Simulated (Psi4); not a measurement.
**CF (SMILES [C]F): U-r2SCAN/cc-pVTZ**

Aim: the vertical doublet–quartet gap of CF at U-r2SCAN/cc-pVTZ, from 2 runs. 

The results are computed with Psi4 1.11.

2 further runs of the same task are left out: 2 that didn't finish.

## (1) The molecule

CF has 2 atoms, charge 0, and is taken as a doublet. As SMILES, `[C]F`. The coordinates come from a PBE0-D4/def2-TZVP relaxation.

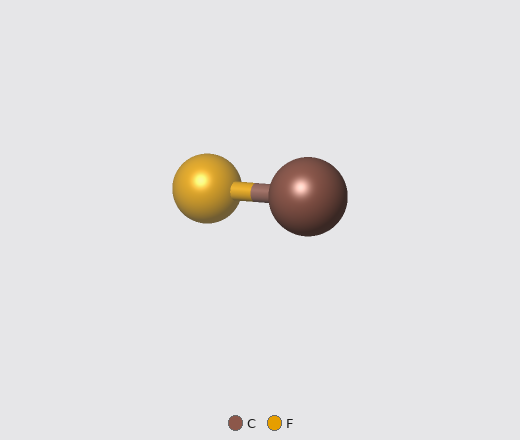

Viewed from a chosen angle; carbon brown, fluorine amber.

## (2) A single-point energy at U-r2SCAN/cc-pVTZ

Contents of input.dat:

```
memory 2.2 GB

molecule system {
  0 2
  C
  F 1 R2

  R2 = 1.26824
  symmetry c1
  no_reorient
  no_com
}

set basis cc-pVTZ
set reference uks
set puream true
set e_convergence 1e-09
set d_convergence 1e-08
set scf_type pk
set dft_radial_points 99
set dft_spherical_points 590
set maxiter 100

result, w = energy("r2scan", return_wfn=True)
oeprop(w, "LOWDIN_CHARGES", "DIPOLE", "MULLIKEN_CHARGES", title="R2SCAN")
print_variables()
```

Started as:

```bash
psi4 -i input.dat -o output.dat -n 1
```

output.dat, shortened:

```text
[...]
  Running in c1 symmetry.
[...]
  Nuclear repulsion =   22.531673323803066
[...]
  Multiplicity = 2
[...]
  Nalpha       = 8
  Nbeta        = 7
[...]
    Number of basis functions: 60
[...]
   @UKS iter   1:  -137.74574116784737   -3.08742e-01   3.54476e-03 DIIS/ADIIS
[...]
   @UKS iter  22:  -137.76812971335738   -1.67688e-12   7.37146e-10 DIIS
[...]
   @S^2 Observed:                7.556500714E-01
[...]
    Orbital Energies [Eh]
    ---------------------
    Alpha Occupied:
       1A    -24.598556     2A    -10.179395     3A     -1.292377
       4A     -0.659774     5A     -0.512600     6A     -0.507109
       7A     -0.382099     8A     -0.181806
    Alpha Virtual:
       9A     -0.134763    10A      0.123584    11A      0.283952
      12A      0.313520    13A      0.316808    14A      0.384896
      15A      0.618670    16A      0.634482    17A      0.648440
      18A      0.726247    19A      0.730510    20A      0.844389
      21A      0.852714    22A      1.108942    23A      1.448397
      24A      1.847746    25A      1.849278    26A      1.875804
[...]
  @UKS Final Energy:  -137.76812971335738
   => Energetics <=
    Nuclear Repulsion Energy =             22.5316733238030658
    One-Electron Energy =                -234.1174078154216431
    Two-Electron Energy =                  89.4902518305269155
    DFT Exchange-Correlation Energy =     -15.6726470522657273
    Empirical Dispersion Energy =           0.0000000000000000
    VV10 Nonlocal Energy =                  0.0000000000000000
    Total Energy =                       -137.7681297133573821
[...]
 Multipole Moments:
 ------------------------------------------------------------------------------------
     Multipole            Electronic (a.u.)      Nuclear  (a.u.)        Total (a.u.)
 ------------------------------------------------------------------------------------
 L = 1.  Multiply by 2.5417464519 to convert [e a0] to [Debye]
 Dipole X            :          0.0000000            0.0000000            0.0000000
 Dipole Y            :         -0.0000000            0.0000000           -0.0000000
 Dipole Z            :          0.8107856           -0.4631463            0.3476393
 Magnitude           :                                                    0.3476393
[...]
  Mulliken Charges: (a.u.)
   Center  Symbol    Alpha    Beta     Spin     Total
       1     C     3.46689  2.53362  0.93327 -0.00051
       2     F     4.53311  4.46638  0.06673  0.00051
   Total alpha =  8.00000, Total beta =  7.00000, Total charge =  0.00000
  Lowdin Charges: (a.u.)
   Center  Symbol    Alpha    Beta     Spin     Total
       1     C     3.61770  2.73118  0.88653 -0.34888
       2     F     4.38230  4.26882  0.11347  0.34888
  Total alpha =  8.00000, Total beta =  7.00000, Total charge =  0.00000
[...]
```

It took 42 s on 1 thread of Intel Xeon at 2.50GHz (Skylake/Cascade Lake), shared host; peak memory 0.72 GiB.

## (3) The quartet: energy and forces at U-r2SCAN/cc-pVTZ

Contents of cf.py:

```python
import psi4

psi4.set_memory(2200000000)
psi4.set_num_threads(1)
psi4.set_output_file('psi4.out', False)

m = psi4.geometry("""
0 4
C
F 1 1.26824
symmetry c1
""")

options = {'reference': 'uks', 'puream': True, 'e_convergence': 1e-09, 'd_convergence': 1e-08, 'scf_type': 'pk', 'dft_radial_points': 99, 'dft_spherical_points': 590, 'maxiter': 100}
psi4.set_options(options)

e, wfn = psi4.gradient("r2scan/cc-pVTZ", molecule=m, return_wfn=True)
psi4.oeprop(wfn, "LOWDIN_CHARGES", "WIBERG_LOWDIN_INDICES", "QUADRUPOLE")
print('gradient / Eh bohr^-1')
print(e.np.round(6))
print(f'energy = {wfn.energy():.10f} Eh')
```

Started as:

```bash
python cf.py
```

psi4.out, shortened:

```text
[...]
  Running in c1 symmetry.
[...]
  Nuclear repulsion =   22.531673323803066
[...]
  Multiplicity = 4
[...]
  Nalpha       = 9
  Nbeta        = 6
[...]
    Number of basis functions: 60
[...]
   @UKS iter   1:  -137.62302715741933   -1.86028e-01   3.51763e-03 DIIS/ADIIS
[...]
   @UKS iter  10:  -137.65199937825261   -7.61702e-12   6.78676e-09 DIIS
[...]
   @S^2 Observed:                3.754268763E+00
[...]
  @UKS Final Energy:  -137.65199937825261
   => Energetics <=
    Nuclear Repulsion Energy =             22.5316733238030658
    One-Electron Energy =                -234.3098467143483390
    Two-Electron Energy =                  89.9141102131968069
    DFT Exchange-Correlation Energy =     -15.7879362009041309
    Empirical Dispersion Energy =           0.0000000000000000
    VV10 Nonlocal Energy =                  0.0000000000000000
    Total Energy =                       -137.6519993782526115
[...]
  -Total Gradient:
     Atom            X                  Y                   Z
    ------   -----------------  -----------------  -----------------
       1        0.000000000000     0.000000000000     0.059760851402
       2       -0.000000000000     0.000000000000    -0.059648601009
[...]
 Multipole Moments:
 ------------------------------------------------------------------------------------
     Multipole            Electronic (a.u.)      Nuclear  (a.u.)        Total (a.u.)
 ------------------------------------------------------------------------------------
 L = 1.  Multiply by 2.5417464519 to convert [e a0] to [Debye]
 Dipole X            :          0.0000000            0.0000000            0.0000000
 Dipole Y            :         -0.0000000            0.0000000           -0.0000000
 Dipole Z            :          0.2719111           -0.4631463           -0.1912352
 Magnitude           :                                                    0.1912352
 L = 2.  Multiply by 1.3450342976 to convert [e a0^2] to [Debye ang]
 Quadrupole XX       :         -7.9514555            0.0000000           -7.9514555
 Quadrupole XY       :         -0.0000000            0.0000000           -0.0000000
[...]
```

The script printed:

```text
gradient / Eh bohr^-1
[[ 0.        0.        0.059761]
 [-0.        0.       -0.059649]]
energy = -137.6519993783 Eh
```

Run time: 33 s. Hardware: 1 thread of Intel Xeon at 2.50GHz (Skylake/Cascade Lake), shared host; peak memory 0.71 GiB.

## (4) Summary of results

At U-r2SCAN/cc-pVTZ:

| quantity | value |
| --- | --- |
| doublet: total energy | -137.76813 Eh |
| doublet: dipole moment | 0.88 D |
| doublet: HOMO energy (highest over α and β) | -4.95 eV |
| doublet: LUMO energy (lowest over α and β) | -3.67 eV |
| doublet: ⟨S²⟩ | 0.756 |
| quartet: total energy | -137.65200 Eh |
| quartet: dipole moment | 0.49 D |
| quartet: HOMO energy (highest over α and β) | -5.52 eV |
| quartet: LUMO energy (lowest over α and β) | -5.34 eV |
| quartet: ⟨S²⟩ | 3.754 |
| quartet: largest force on an atom | 3.073 eV/Å |
| vertical energy of the quartet above the doublet | 3.160 eV |

**Reading.** At this shape the quartet lies 3.16 eV (305 kJ/mol) above the doublet.
